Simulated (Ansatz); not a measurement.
# How fast states decay through K2LiLuF6

Wanted: the relaxed cell of K2LiLuF6, its band edges and its decay constants. It is built by putting F for Cl in the K2LiLuCl6 structure of space group Fm-3m, with the volume rescaled by atomic radii. The parent structure comes from the Materials Project.

Calculated with Ansatz 0.2.0; r2SCAN DFT, plane waves, PAW files, in the first sound run; inputs show where later runs differ.

The structure was built from a prototype and need not be the compound's stable phase.

### Step 1. Set-up

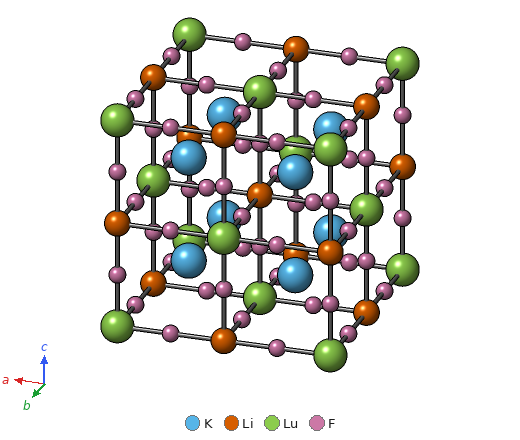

Start, viewed from a free direction; potassium blue, lithium orange, lutetium green, fluorine pink. This picture shows the conventional cell, with its axes. Some periodic images of atoms are drawn too.

### Step 2. Relaxing the new crystal

The substituted atoms don't fit the parent's cell, so cell and atoms relax together. A small smearing keeps the run stable in case the gap closes on the way.

File input.yaml:

```yaml
crystal:
  lattice:
    - [0.0, 4.6412325495, 4.6412325495]
    - [4.6412325495, 0.0, 4.6412325495]
    - [4.6412325495, 4.6412325495, 0.0]
  atoms:
    - { symbol: K, position: [0.75, 0.75, 0.75] }
    - { symbol: K, position: [0.25, 0.25, 0.25] }
    - { symbol: Li, position: [0.5, 0.5, 0.5] }
    - { symbol: Lu, position: [0.0, 0.0, 0.0] }
    - { symbol: F, position: [0.749948, 0.250052, 0.250052] }
    - { symbol: F, position: [0.250052, 0.250052, 0.749948] }
    - { symbol: F, position: [0.250052, 0.749948, 0.749948] }
    - { symbol: F, position: [0.250052, 0.749948, 0.250052] }
    - { symbol: F, position: [0.749948, 0.250052, 0.749948] }
    - { symbol: F, position: [0.749948, 0.749948, 0.250052] }
kpoints:
  mp_grid: { grid: [4, 4, 4] }
scf:
  occupations: { method: gaussian, width: 0.03 }
hamiltonian:
  xc: r2scan
output:
  forces: true
  stress: true
relax:
  f_tol: 0.02
  max_steps: 60
  cell: {}
```

Command:

```
> ansatz run input.yaml --threads 2 --pin off --max-ram 4096MiB --backend cpu --events-out ev --progress --plain --runs-dir out
```

Numbers of over 12 decimals in the logs are rounded to 6 here.

Log:

```text
Engine: ansatz 0.2.0, aarch64-unknown-linux-gnu
Pseudopotentials: kind: paw
Pseudopotential: K, paw, valence charge 9, recommended cutoff 500 eV (meta_gga), K.paw.azcp
Pseudopotential: Li, paw, valence charge 3, recommended cutoff 500 eV (meta_gga), Li.paw.azcp
Pseudopotential: Lu, paw, valence charge 25, recommended cutoff 500 eV (meta_gga), Lu.paw.azcp
Pseudopotential: F, paw, valence charge 7, recommended cutoff 500 eV (meta_gga), F.paw.azcp
Functional definition: r2SCAN
  parameter k0 = 0.174
  parameter k1 = 0.065
  parameter a1 = 4.9479
  exchange = r2scan_x(k0 = k0, k1 = k1, a1 = a1)
  correlation = r2scan_c
Crystal: 10 atoms, lattice volume = 199.954 Å³
Basis set: ecut = 500 eV, 5029 PW (Γ), exchange–correlation on 192×192×192 points (64 copies of the dense FFT grid, shifted against one another)
Bands: 54, of which v1, the nominal top of the filled ones, is band 44 counted from 1 (43 counted from 0)
Symmetry: 48 space group operations
Space group: Fm-3m (ITA 225), of the structure as read, at distance tolerance 5.8e-5 Å
k-points: 8 of 64
Non-local potential: K, projectors of the file, l = 0: 3, l = 1: 2, l = 2: 2
Non-local potential: Li, projectors of the file, l = 0: 3, l = 1: 2, l = 2: 1
Non-local potential: Lu, projectors of the file, l = 0: 3, l = 1: 2, l = 2: 2, l = 3: 3
Non-local potential: F, projectors of the file, l = 0: 2, l = 1: 2, l = 2: 1
PAW form: soft (Blöchl's): semilocal exchange-correlation on the pseudo side does not see the compensation charge
PAW frozen core: K, regenerated for the run's functional (the file was generated under x = pbe(κ = 0.804, μ = 0.219515), c = pbe(β = 0.066725))
PAW frozen core: Lu, regenerated for the run's functional (the file was generated under x = pbe(κ = 0.804, μ = 0.219515), c = pbe(β = 0.066725))
PAW frozen core: F, regenerated for the run's functional (the file was generated under x = pbe(κ = 0.804, μ = 0.219515), c = pbe(β = 0.066725))
PAW one-centre angular grid: K, 302 points (default); XC on 160 Gauss nodes
PAW one-centre angular grid: Li, 302 points (default); XC on 327 of its mesh's 2665 points in the sphere
PAW one-centre angular grid: Lu, 974 points (default); XC on 160 Gauss nodes
PAW one-centre angular grid: F, 302 points (default); XC on 160 Gauss nodes
Initial density: superposition of atomic densities (neutral atoms: chi_scale 0, normalization atom), corrected by the library's trained network
Initial wavefunctions: pseudopotential atomic-orbital guess
Functional: x = r2scan, c = r2scan; τ floored in thin density (d = 2e-4 eV/Å³)
SCF iter   1: F=—  HF=-22908.357223 eV  |F-HF|=—  |Δ(HF+E_count)|=         —  Δρ=8.41e-3  dr2=1.37e-1  dr2_τ=1.53e-1  ethr=1.77e-3  ⟨swp⟩=6.8  Hψ=1646  notcnv=0  defer=2
preconditioner: auto → Resta (q_TF=auto, 2.379 Å⁻¹)  ε∞=3.0  [insulator: Δε(μ)=6.586 eV  Ē_g=16.542 eV  σ=0.030 eV  W_gap=1.00  n_scr=58 (ndim 8)  ℏωp=23.5 eV  f_vac=0.215  D(μ)=0.00/eV (n_scr^D=0)  ε∞_Penn≈3.0]
SCF iter   2: F=—  HF=-22908.502685 eV  |F-HF|=—  |Δ(HF+E_count)|=   1.45e-1  Δρ=4.29e-3  dr2=1.56e-2  dr2_τ=5.75e-3  ethr=1.56e-4  ⟨swp⟩=3.0  Hψ=930  notcnv=0  defer=43
SCF iter   3: F=—  HF=-22908.497100 eV  |F-HF|=—  |Δ(HF+E_count)|=   5.58e-3  Δρ=2.25e-3  dr2=5.09e-3  dr2_τ=7.18e-4  ethr=1.77e-5  ⟨swp⟩=3.0  Hψ=794  notcnv=0  defer=19
automatic band count: iteration 3 solves 51 bands in place of 54: the levels show a gap, and the empty bands left out lie too high to hold charge; the band table lists the bands solved (type scf.n_extra_bands for more)
SCF iter   4: F=—  HF=-22908.496347 eV  |F-HF|=—  |Δ(HF+E_count)|=   7.53e-4  Δρ=8.75e-4  dr2=1.79e-3  dr2_τ=1.27e-4  ethr=5.79e-6  ⟨swp⟩=2.0  Hψ=806  notcnv=0  defer=19
SCF iter   5: F=—  HF=-22908.495937 eV  |F-HF|=—  |Δ(HF+E_count)|=   4.10e-4  Δρ=1.67e-4  dr2=4.38e-5  dr2_τ=5.56e-6  ethr=2.03e-6  ⟨swp⟩=2.0  Hψ=578  notcnv=0  defer=19
SCF iter   6: F=—  HF=-22908.495780 eV  |F-HF|=—  |Δ(HF+E_count)|=   1.57e-4  Δρ=4.66e-5  dr2=6.14e-6  dr2_τ=4.07e-7  ethr=4.98e-8  ⟨swp⟩=2.0  Hψ=738  notcnv=0  defer=19
SCF iter   7: F=—  HF=-22908.495781 eV  |F-HF|=—  |Δ(HF+E_count)|=   1.32e-6  Δρ=6.12e-6  dr2=1.18e-7  dr2_τ=3.25e-8  ethr=6.98e-9  ⟨swp⟩=2.0  Hψ=718  notcnv=0  defer=19
SCF iter   8: F=-22908.495781 eV  HF=-22908.495781 eV  |F-HF|=1.63e-9  |Δ(HF+E_count)|=   6.40e-8  Δρ=2.06e-6  dr2=1.22e-8  dr2_τ=8.44e-10  ethr=1.14e-10  ⟨swp⟩=4.0  Hψ=1299  notcnv=0
SCF 1 converged in 8 iterations: F = -22908.495781 eV  dr2 = 1.22e-8
  greatest PAW one-centre occupation: 0.999 electrons in one spin orbital (limit 2), on the Li atom at site 2 (counted from 0), in its partial waves of l = 0
relax step   1: F+E_penalty+E_count = -22908.49578124 eV  Δ(F+E_penalty+E_count) = +0.000e0 eV  max|allowed force component| = 1.432e0 eV/Å  Δτ_max = 0.0000 Å  P = -10.658 GPa  Ω = 199.954 Å³  (8 SCF iters, dr2 threshold 1.00e-7 eV, accepted)
Crystal: 10 atoms, lattice volume = 171.626 Å³
Basis set: ecut = 500 eV, 4285 PW (Γ), exchange–correlation on 192×192×192 points (64 copies of the dense FFT grid, shifted against one another)
Initial density: handed on by an earlier stage of this run
Initial wavefunctions: those handed on with the density
iter 1 solved again at ethr=1.33e-3 eV; its pass at ethr=3.10e-3 eV (dr2=1.17e0 eV) is discarded
SCF iter   1: F=—  HF=-22912.547887 eV  |F-HF|=—  |Δ(HF+E_count)|=         —  Δρ=2.25e-2  dr2=1.18e0  dr2_τ=5.16e0  ethr=1.33e-3  ⟨swp⟩=1.1  Hψ=2064  notcnv=0
automatic band count: iteration 1 solves 51 bands in place of 54: the levels show a gap, and the empty bands left out lie too high to hold charge; the band table lists the bands solved (type scf.n_extra_bands for more)
preconditioner: auto → Resta (q_TF=auto, 2.441 Å⁻¹)  ε∞=3.2  [insulator: Δε(μ)=6.675 eV  Ē_g=17.489 eV  σ=0.030 eV  W_gap=1.00  n_scr=50 (ndim 8)  ℏωp=26.0 eV  f_vac=0.145  D(μ)=0.00/eV (n_scr^D=0)  ε∞_Penn≈3.2]
SCF iter   2: F=—  HF=-22910.261485 eV  |F-HF|=—  |Δ(HF+E_count)|=    2.29e0  Δρ=1.10e-2  dr2=1.60e-1  dr2_τ=2.26e-2  ethr=1.33e-3  ⟨swp⟩=4.0  Hψ=893  notcnv=0
SCF iter   3: F=—  HF=-22910.197341 eV  |F-HF|=—  |Δ(HF+E_count)|=   6.41e-2  Δρ=5.08e-3  dr2=6.03e-2  dr2_τ=1.95e-3  ethr=1.81e-4  ⟨swp⟩=3.0  Hψ=716  notcnv=0  defer=18
SCF iter   4: F=—  HF=-22910.176937 eV  |F-HF|=—  |Δ(HF+E_count)|=   2.04e-2  Δρ=2.31e-3  dr2=5.27e-3  dr2_τ=1.08e-3  ethr=6.85e-5  ⟨swp⟩=3.9  Hψ=836  notcnv=0  defer=18
SCF iter   5: F=—  HF=-22910.177149 eV  |F-HF|=—  |Δ(HF+E_count)|=   2.11e-4  Δρ=1.01e-3  dr2=9.89e-4  dr2_τ=1.49e-4  ethr=5.98e-6  ⟨swp⟩=3.0  Hψ=723  notcnv=0  defer=14
[...]
SCF iter   7: F=—  HF=-22910.833937 eV  |F-HF|=—  |Δ(HF+E_count)|=   7.97e-6  Δρ=7.39e-5  dr2=9.02e-6  dr2_τ=8.41e-7  ethr=8.17e-8  ⟨swp⟩=3.0  Hψ=806  notcnv=0  defer=18
SCF iter   8: F=-22910.833938 eV  HF=-22910.833938 eV  |F-HF|=1.60e-8  |Δ(HF+E_count)|=   6.93e-7  Δρ=1.17e-5  dr2=3.04e-7  dr2_τ=2.83e-8  ethr=1.14e-9  ⟨swp⟩=3.0  Hψ=1672  notcnv=0
SCF 3 converged in 8 iterations: F = -22910.833938 eV  dr2 = 3.04e-7
relax step   3: F+E_penalty+E_count = -22910.83393760 eV  Δ(F+E_penalty+E_count) = -6.562e-1 eV  max|allowed force component| = 3.860e-1 eV/Å  Δτ_max = 0.1135 Å  P = +0.146 GPa  Ω = 146.534 Å³  energy of the carried Pulay correction = +2.690e-2 eV  (8 SCF iters, dr2 threshold 1.00e-6 eV, accepted)
[...]
relax step   4: F+E_penalty+E_count = -22910.86335489 eV  Δ(F+E_penalty+E_count) = -2.942e-2 eV  max|allowed force component| = 1.699e-1 eV/Å  Δτ_max = 0.0494 Å  P = +0.143 GPa  Ω = 141.483 Å³  energy of the carried Pulay correction = +3.030e-2 eV  (7 SCF iters, dr2 threshold 1.00e-6 eV, accepted)
[...]
relax step   5: F+E_penalty+E_count = -22910.86968308 eV  Δ(F+E_penalty+E_count) = -6.328e-3 eV  max|allowed force component| = 8.008e-3 eV/Å  Δτ_max = 0.0165 Å  P = -0.141 GPa  Ω = 143.609 Å³  energy of the carried Pulay correction = +2.884e-2 eV  (6 SCF iters, dr2 threshold 1.00e-6 eV, accepted)
[...]
relax step   6: F+E_penalty+E_count = -22910.87009248 eV  Δ(F+E_penalty+E_count) = -4.094e-4 eV  max|allowed force component| = 1.069e-2 eV/Å  Δτ_max = 0.0004 Å  P = +0.069 GPa  Ω = 143.157 Å³  energy of the carried Pulay correction = +2.915e-2 eV  (6 SCF iters, dr2 threshold 4.96e-8 eV, accepted)
[...]
relax step   7: F+E_penalty+E_count = -22910.87004364 eV  Δ(F+E_penalty+E_count) = +4.883e-5 eV  max|allowed force component| = 1.290e-3 eV/Å  Δτ_max = 0.0003 Å  P = -0.006 GPa  Ω = 143.274 Å³  energy of the carried Pulay correction = +2.907e-2 eV  (6 SCF iters, dr2 threshold 1.18e-8 eV, accepted)
Basis set: ecut = 500 eV, 3695 PW (Γ), exchange–correlation on 180×180×180 points (64 copies of the dense FFT grid, shifted against one another)
Initial wavefunctions: pseudopotential atomic-orbital guess (no wavefunctions were taken with the density)
iter 1 solved again at ethr=4.33e-7 eV; its pass at ethr=3.10e-3 eV (dr2=3.81e-4 eV) is discarded
SCF iter   1: F=—  HF=-22910.830757 eV  |F-HF|=—  |Δ(HF+E_count)|=         —  Δρ=1.36e-3  dr2=2.38e-4  dr2_τ=1.26e-3  ethr=4.33e-7  ⟨swp⟩=3.2  Hψ=2778  notcnv=0
preconditioner: auto → Resta (q_TF=auto, 2.515 Å⁻¹)  ε∞=3.4  [insulator: Δε(μ)=6.845 eV  Ē_g=18.460 eV  σ=0.030 eV  W_gap=1.00  n_scr=50 (ndim 8)  ℏωp=28.4 eV  f_vac=0.074  D(μ)=0.00/eV (n_scr^D=0)  ε∞_Penn≈3.4]
SCF iter   2: F=—  HF=-22910.831341 eV  |F-HF|=—  |Δ(HF+E_count)|=   5.84e-4  Δρ=6.96e-4  dr2=7.08e-5  dr2_τ=1.51e-4  ethr=2.71e-7  ⟨swp⟩=2.8  Hψ=728  notcnv=0
SCF iter   3: F=—  HF=-22910.831518 eV  |F-HF|=—  |Δ(HF+E_count)|=   1.77e-4  Δρ=1.45e-4  dr2=9.40e-6  dr2_τ=4.08e-6  ethr=8.04e-8  ⟨swp⟩=2.0  Hψ=784  notcnv=0
SCF iter   4: F=—  HF=-22910.831504 eV  |F-HF|=—  |Δ(HF+E_count)|=   1.44e-5  Δρ=2.15e-5  dr2=3.34e-7  dr2_τ=1.23e-7  ethr=1.07e-8  ⟨swp⟩=2.0  Hψ=784  notcnv=0
SCF iter   5: F=—  HF=-22910.831657 eV  |F-HF|=—  |Δ(HF+E_count)|=   1.53e-4  Δρ=9.25e-6  dr2=5.41e-8  dr2_τ=1.48e-8  ethr=3.80e-10  ⟨swp⟩=2.0  Hψ=784  notcnv=0
SCF iter   6: F=—  HF=-22910.831657 eV  |F-HF|=—  |Δ(HF+E_count)|=   5.93e-8  Δρ=2.34e-6  dr2=5.45e-9  dr2_τ=1.07e-9  ethr=6.15e-11  ⟨swp⟩=2.0  Hψ=728  notcnv=0
SCF iter   7: F=—  HF=-22910.831657 eV  |F-HF|=—  |Δ(HF+E_count)|=  1.64e-10  Δρ=4.04e-7  dr2=2.57e-10  dr2_τ=1.34e-11  ethr=6.20e-12  ⟨swp⟩=2.1  Hψ=691  notcnv=0
SCF iter   8: F=-22910.831657 eV  HF=-22910.831657 eV  |F-HF|=0.00e0  |Δ(HF+E_count)|=  5.46e-11  Δρ=6.20e-8  dr2=6.66e-12  dr2_τ=1.00e-12  ethr=1.00e-12  ⟨swp⟩=4.0  Hψ=1337  notcnv=0
SCF 8 converged in 8 iterations: F = -22910.831657 eV  dr2 = 6.66e-12
relax step   8: F+E_penalty+E_count = -22910.83165703 eV  Δ(F+E_penalty+E_count) = +3.839e-2 eV  max|allowed force component| = 3.076e-4 eV/Å  Δτ_max = 0.0000 Å  P = -0.020 GPa  Ω = 143.274 Å³  stress off target by 1.97e-2 GPa  SCF on the basis re-selected at this cell (its energy is not comparable with the rows above)  (8 SCF iters)
basis re-selected at this cell: Δ(F+E_penalty+E_count) = +3.839e-2 eV, ΔP = -0.014 GPa vs the last step (what re-selecting the basis moved, of the pressure what is left beyond the Pulay correction that the steps carried, after the strain that the cell walked since its last selection, with what the two solves' SCF thresholds leave and, on support functions, any second-order correction that the steps lacked; it is no measure of the basis error at this ecutwfc). The dense FFT grid was sized anew with the basis: this SCF ran on 45×45×45 points, the steps before it on 48×48×48, so part of this shift can come from that change (see relax.cell in the input reference). [rest of the remark cut]
SCF converged after 8 iterations
Free energy (F): -22910.831657 eV
Harris-Foulkes:  -22910.831657 eV  (|F-HF|=0.00e0)
Internal energy: -22910.831657 eV  (E = F + TS)
E sigma→0 (E₀):  -22910.831657 eV
Fermi energy:    6.761014 eV
--- Per-component energies (eV) ---
  E_band       = -618.184938
  E_kinetic    = 2203.676103
  E_local      = -12984.356025  (includes V_loc(G=0)·N_el)
  E_nonlocal   = 1000.678655
  E_hartree    = 5288.160770
  E_xc         = -973.932766
  E_vxc        = -1385.788311  (∫ρ·V_xc dr)
  E_paw        = -10199.868204  (= ΣΔE_a)
  E_vpaw       = -120.417364  (= ΣTr[D̂ρ^β])
  E_aug_tail   = 0.005701  (compensation charges beyond the density's cutoff)
  E_vtau       = 91.694757  (kinetic-family band-sum trace: ∫τ·v_τ [+ j·A + Jᵃ·Aᵃ] dr)
  E_ewald      = -7245.292697
  E_core_change = 0.096804  (= ΣΔE_core)
  E_smearing   = -0.000000  (= −TS)
  E_closure    = -0.000000  (closes the sum)
  Σ components = -22910.831657   (vs F -22910.831657, Δ=0.00e0)
--- Forces (eV/Å), atoms counted from 1 ---
  atom   1  K      0.00000000     0.00000000    -0.00000000
  atom   2  K     -0.00000000     0.00000000     0.00000000
  atom   3  Li     0.00000000    -0.00000000     0.00000000
  atom   4  Lu    -0.00000000     0.00000000    -0.00000000
  atom   5  F      0.00030759    -0.00000000     0.00000000
  atom   6  F     -0.00000000     0.00000000     0.00030759
  atom   7  F     -0.00030759     0.00000000     0.00000000
  atom   8  F      0.00000000     0.00030759     0.00000000
  atom   9  F     -0.00000000    -0.00030759    -0.00000000
  atom  10  F     -0.00000000     0.00000000    -0.00030759
  max |Σ_I F_I| component: 2.58e-18 eV/Å
--- Stress (GPa, compression-positive) ---
       -0.019675      -0.000000      -0.000000
       -0.000000      -0.019675       0.000000
       -0.000000       0.000000      -0.019675
  P = ⅓ Tr σ = -0.0197 GPa (-0.197 kbar)
--- Relaxed structure (7 steps of the walk, 7 accepted, 1 SCFs on fresh bases) ---
  F+E_penalty+E_count = -22910.83165703 eV   max|allowed force component| = 3.076e-4 eV/Å   (the final SCF, on the basis selected at the relaxed cell)
  cell:  # Å, volume = 143.2737 Å³
    - [0, 4.153161, 4.153161]
    - [4.153161, 0, 4.153161]
    - [4.153161, 4.153161, 0]
  atoms:
    - { symbol: K, position: [0.750000, 0.750000, 0.750000] }
    - { symbol: K, position: [0.25, 0.25, 0.25] }
    - { symbol: Li, position: [0.5, 0.5, 0.5] }
    - { symbol: Lu, position: [-2.3547102589873905e-18, -1.86881766586308e-19, 1.08391424620054e-18] }
    - { symbol: F, position: [0.745338, 0.254662, 0.254662] }
    - { symbol: F, position: [0.254662, 0.254662, 0.745338] }
    - { symbol: F, position: [0.254662, 0.745338, 0.745338] }
    - { symbol: F, position: [0.254662, 0.745338, 0.254662] }
    - { symbol: F, position: [0.745338, 0.254662, 0.745338] }
    - { symbol: F, position: [0.745338, 0.745338, 0.254662] }
```

Wall time 35 s (2 threads of Arm Neoverse V2, shared host); peak memory 1 GiB.

Relaxation path:

| step | energy less that of the first step (eV) | largest force component (eV/Å) | pressure (GPa) | volume (Å³) |
| --- | --- | --- | --- | --- |
| 1 | 0.0000 | 1.4324 | -10.66 | 199.95 |
| 2 | -1.6819 | 0.7466 | -2.92 | 171.63 |
| 3 | -2.3382 | 0.3860 | 0.15 | 146.53 |
| 4 | -2.3676 | 0.1699 | 0.14 | 141.48 |
| 5 | -2.3739 | 0.0080 | -0.14 | 143.61 |
| 6 | -2.3743 | 0.0107 | 0.07 | 143.16 |
| 7 | -2.3743 | 0.0013 | -0.01 | 143.27 |
| 8* | -2.3359 | 0.0003 | -0.02 | 143.27 |

Relaxation steps marked * repeat the geometry before them on a plane-wave basis chosen anew for their cell, so energy and pressure can jump there.

Forces are held to the 48 operations that the run works with; a distortion that breaks them can't arise in this run.

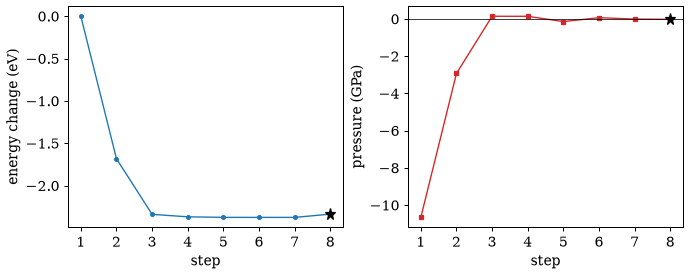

Energy and pressure along the relaxation. Stars mark steps on a basis chosen anew.

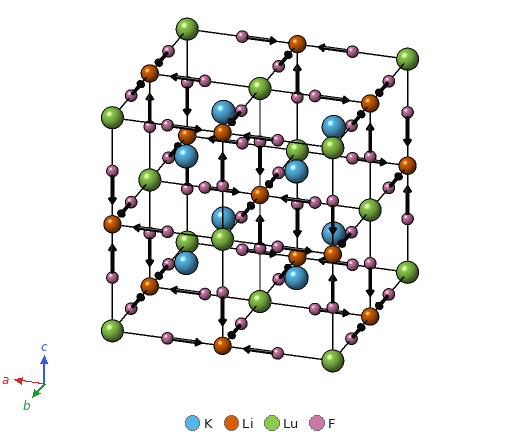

Displacements in the relaxation, exaggerated, measured against the changing cell; the longest in the cell stands for 0.04 Å. Some periodic images of atoms are drawn too.

| conventional cell, symmetrised | before | after | change |
| --- | --- | --- | --- |
| a (Å) | 9.282 | 8.306 | -10.5 % |
| b (Å) | 9.282 | 8.306 | -10.5 % |
| c (Å) | 9.282 | 8.306 | -10.5 % |
| volume (Å³/atom) | 20.00 | 14.33 | -28.3 % |

The atoms that moved most (Å, as changes of fractional coordinates times the final cell):

| atom | dx | dy | dz | length |
| --- | --- | --- | --- | --- |
| F7 | -0.038 | 0.000 | 0.000 | 0.038 |
| F9 | 0.000 | -0.038 | 0.000 | 0.038 |
| F10 | 0.000 | 0.000 | -0.038 | 0.038 |
| F5 | 0.038 | 0.000 | 0.000 | 0.038 |
| F6 | 0.000 | 0.000 | 0.038 | 0.038 |
| F8 | 0.000 | 0.038 | 0.000 | 0.038 |

This step gave:

```
free energy  : -22910.8317 eV
Fermi energy : 6.761 eV
pressure     : -0.01967 GPa
```

The largest force component on a free atom ends at 3.1e-4 eV/Å.

(Continued in part 2 of 3.)

[Logs are printed without paths, hosts, clocks, repeated set-up lines and the standing remarks that a program may print on its own settings, such as how far it seeks lower states.]

[Hosts, paths, dates, database ids (printed as entryN), source tags and the programs' standing remarks are cut or masked in the printed files.]
